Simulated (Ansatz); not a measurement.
# Sn4Au: pressure series

Take Sn4Au (space group Ccce, No. 68; a = 6.522 Å, b = 11.760 Å, c = 6.490 Å; a cell from a computed database, its experimental status unchecked) as the base.

Cell and atoms are relaxed at each pressure.

Calculations: PBEsol (Ansatz, a first-principles code; PAW; 420 eV plane waves; spin-orbit coupling left out).

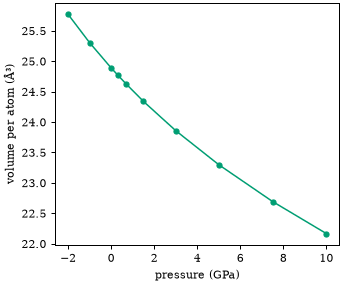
Volume per atom against pressure

```
pressure (GPa)  volume per atom
--------------  ---------------
-2                     25.77 Å³
-1                     25.30 Å³
0.3                    24.77 Å³
0.7                    24.63 Å³
1.5                    24.34 Å³
3                      23.86 Å³
5                      23.30 Å³
7.5                    22.69 Å³
10                     22.17 Å³
```

Load acts through the strain it causes; cell and atoms are relaxed under it. Whether these cells are dynamically stable was not tested. Competing high-pressure phases were not computed.
